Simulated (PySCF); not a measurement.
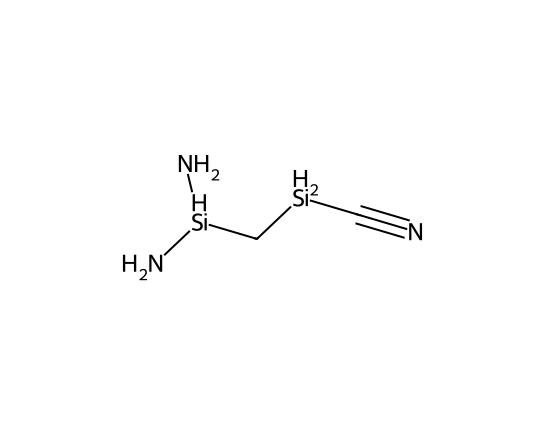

Figure made from data computed with PySCF.

2D structure.

**Write the SMILES.**

N#C[SiH2]C[SiH](N)N

**What is the molecular formula?**

C2H9N3Si2.

**An optimisation with GFN2-xTB gave a structure of which point group?**

C1. Other conformers may differ.
